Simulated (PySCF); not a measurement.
# PrCl4: other functionals and bases at one geometry

How far do other levels of theory move the description of PrCl4, and what does each cost? The structure is generated, not taken from experiment.

Computed with PySCF 2.14.0. Level: several levels, as the steps say, no spin–orbit coupling.

1 further run of the same task is left out (for a known fault of the program).

## 1. Where the work starts

5 atoms, charge 0, spin multiplicity 1.

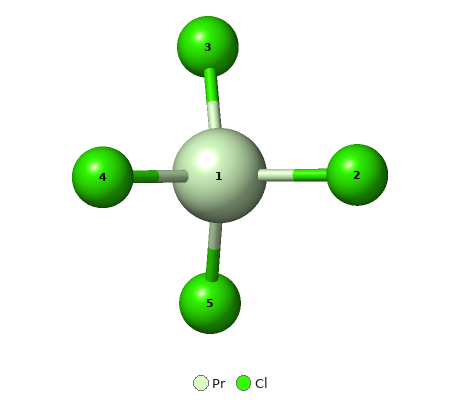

The structure; praseodymium light green, chlorine green; atoms are numbered from 1 in the order of the file.

Geometry (Å):

```csv
atom,x (Å),y (Å),z (Å)
Pr1,0.00000,0.00000,0.00000
Cl2,1.42498,1.42498,1.42498
Cl3,-1.42498,-1.42498,1.42498
Cl4,1.42498,-1.42498,-1.42498
Cl5,-1.42498,1.42498,-1.42498
```

Formal oxidation states: Pr +4. Each metal's 1 4f electrons lie in its core potential, so multiplicities, spins and levels count the valence alone. An earlier session relaxed this geometry at PBE0, Pr lcecp-2-SVP with ECP47, Cl def2-SVP (singlet, point group Td).

At PBE0 on the finer grid: E = -1879.209656 Eh, frontier levels not given, since the 4f levels lie in the core, Mulliken charge on Pr1 +1.04 e, largest force component 0.006 eV/Å. 

Levels to run: M06-L; r2SCAN; PBE0, TZVP. Hardware: 2 threads of Intel Xeon Platinum 8488C (Sapphire Rapids), shared host.

## 2. M06-L

Contents of run.py (the lines that set the calculation):

```python
mol = gto.M(atom='''
Pr     0.00000     0.00000     0.00000
Cl     1.42498     1.42498     1.42498
Cl    -1.42498    -1.42498     1.42498
Cl     1.42498    -1.42498    -1.42498
Cl    -1.42498     1.42498    -1.42498''',
    basis={'Pr': 'lcecp-2-SVP', 'Cl': 'def2-SVP'},
    ecp={'Pr': 'lcecp-2-SVP'},
    charge=0, spin=0)
mf = dft.RKS(mol, xc='M06L')
mf.grids.atom_grid = (75, 302)  # f atoms: unpruned, at least (60, 302)
mf = mf.density_fit()  # fitting sets: Pr AutoAux, Cl def2-universal-JKFIT
mf.conv_tol = 1e-08; mf.max_cycle = 55
mf.kernel(dm0)  # dm0: the density of the relaxed state
```

Started as:

```bash
OMP_NUM_THREADS=2 python run.py
```

What it wrote:

```text
init E= -1879.83743627879
cycle= 1 E= -1879.84077651129  delta_E= -0.00334  |g|= 0.0462  |ddm|= 0.248
cycle= 2 E= -1879.83883270207  delta_E= 0.00194  |g|= 0.0857  |ddm|= 0.153
cycle= 3 E= -1879.8412395397  delta_E= -0.00241  |g|= 0.0149  |ddm|= 0.124
cycle= 4 E= -1879.84132197481  delta_E= -8.24e-05  |g|= 0.0012  |ddm|= 0.019
cycle= 5 E= -1879.84132237691  delta_E= -4.02e-07  |g|= 0.000131  |ddm|= 0.00146
cycle= 6 E= -1879.84132238467  delta_E= -7.76e-09  |g|= 2.9e-05  |ddm|= 0.000354
Extra cycle  E= -1879.84132238346  delta_E= 1.21e-09  |g|= 6.41e-05  |ddm|= 0.000128
converged SCF energy = -1879.84132238346
```

Run time: 7.8 s. Hardware: 2 threads of Intel Xeon Platinum 8488C (Sapphire Rapids), shared host.

It gives: E = -1879.841322 Eh, frontier levels not given, since the 4f levels lie in the core, Mulliken charge on Pr1 +1.26 e, largest force component 0.155 eV/Å. 

## 3. r2SCAN

Changes to run.py (the lines that set the calculation) since step 2:

```diff
@@ -9,3 +9,3 @@
     charge=0, spin=0)
-mf = dft.RKS(mol, xc='M06L')
+mf = dft.RKS(mol, xc='R2SCAN')
 mf.grids.atom_grid = (75, 302)  # f atoms: unpruned, at least (60, 302)
```

Started as:

```bash
OMP_NUM_THREADS=2 python run.py
```

What it wrote:

```text
init E= -1879.73223872357
cycle= 1 E= -1879.73228776074  delta_E= -4.9e-05  |g|= 0.0529  |ddm|= 0.161
cycle= 2 E= -1879.72799551495  delta_E= 0.00429  |g|= 0.121  |ddm|= 0.224
cycle= 3 E= -1879.73327775307  delta_E= -0.00528  |g|= 0.00281  |ddm|= 0.155
cycle= 4 E= -1879.73327981121  delta_E= -2.06e-06  |g|= 0.000342  |ddm|= 0.00269
cycle= 5 E= -1879.73327983142  delta_E= -2.02e-08  |g|= 0.000137  |ddm|= 0.000464
cycle= 6 E= -1879.73327983891  delta_E= -7.49e-09  |g|= 9.42e-07  |ddm|= 0.000193
Extra cycle  E= -1879.73327983891  delta_E= 2.73e-12  |g|= 1.45e-06  |ddm|= 2.99e-06
converged SCF energy = -1879.73327983891
```

It took 7.8 s on 2 threads of Intel Xeon Platinum 8488C (Sapphire Rapids), shared host.

Result: E = -1879.733280 Eh, frontier levels not given, since the 4f levels lie in the core, Mulliken charge on Pr1 +1.03 e, largest force component 0.098 eV/Å. 

## 4. PBE0, TZVP

Basis: Pr lcecp-2-TZVP with ECP47, Cl def2-TZVP. 

Contents of run.py (the lines that set the calculation):

```python
mol = gto.M(atom='''
Pr     0.00000     0.00000     0.00000
Cl     1.42498     1.42498     1.42498
Cl    -1.42498    -1.42498     1.42498
Cl     1.42498    -1.42498    -1.42498
Cl    -1.42498     1.42498    -1.42498''',
    basis={'Pr': 'lcecp-2-TZVP', 'Cl': 'def2-TZVP'},
    ecp={'Pr': 'lcecp-2-TZVP'},
    charge=0, spin=0)
mf = dft.RKS(mol, xc='PBE0')
mf.grids.atom_grid = (75, 302)  # f atoms: unpruned, at least (60, 302)
mf = mf.density_fit()  # fitting sets: Pr AutoAux, Cl def2-universal-JKFIT
mf.conv_tol = 1e-08; mf.max_cycle = 55
mf.kernel(dm0)  # dm0: free metal ions and neutral atoms
```

Started as:

```bash
OMP_NUM_THREADS=2 python run.py
```

What it wrote:

```text
init E= -1910.39395605173
cycle= 1 E= -1879.06818038369  delta_E= 31.3  |g|= 2.85  |ddm|= 2.89
cycle= 2 E= -1878.66252183319  delta_E= 0.406  |g|= 2.35  |ddm|= 3.14
cycle= 3 E= -1879.60645831601  delta_E= -0.944  |g|= 0.915  |ddm|= 2.64
cycle= 4 E= -1879.8395826941  delta_E= -0.233  |g|= 0.118  |ddm|= 0.907
cycle= 5 E= -1879.84408216092  delta_E= -0.0045  |g|= 0.0215  |ddm|= 0.211
cycle= 6 E= -1879.844232166  delta_E= -0.00015  |g|= 0.00221  |ddm|= 0.0394
cycle= 7 E= -1879.84423336219  delta_E= -1.2e-06  |g|= 0.000734  |ddm|= 0.00339
cycle= 8 E= -1879.84423351149  delta_E= -1.49e-07  |g|= 0.000131  |ddm|= 0.000702
cycle= 9 E= -1879.84423351636  delta_E= -4.87e-09  |g|= 1.11e-05  |ddm|= 0.000108
Extra cycle  E= -1879.8442335164  delta_E= -4.14e-11  |g|= 8.46e-06  |ddm|= 2.33e-05
converged SCF energy = -1879.8442335164
```

Wall time 16 s (2 threads of Intel Xeon Platinum 8488C (Sapphire Rapids), shared host).

Result: E = -1879.844234 Eh, frontier levels not given, since the 4f levels lie in the core, Mulliken charge on Pr1 +1.49 e, largest force component 0.021 eV/Å. 

## 5. All levels side by side

| level | state | charge on Pr1 (e) | dipole (D) | largest force (eV/Å) | basis functions | time |
| --- | --- | --- | --- | --- | --- | --- |
| PBE0 (relaxed here) | singlet | 1.04 | 0.00 | 0.01 | 102 | 14 s |
| M06-L | singlet | 1.26 | 0.00 | 0.16 | 102 | 7.8 s |
| r2SCAN | singlet | 1.03 | 0.00 | 0.10 | 102 | 7.8 s |
| PBE0, TZVP | singlet | 1.49 | 0.00 | 0.02 | 195 | 16 s |

Times are on 2 threads of Intel Xeon Platinum 8488C (Sapphire Rapids), shared host; the first row also made further properties.

The largest leftover force, 0.16 eV/Å with M06-L, stands at a geometry relaxed at another level. The Mulliken charge on Pr spans +1.03 to +1.49 e over the levels. With 4f in the core, its levels are missing from HOMO and gap. Total energies of different levels can't be compared. Spin–orbit coupling is left out throughout.
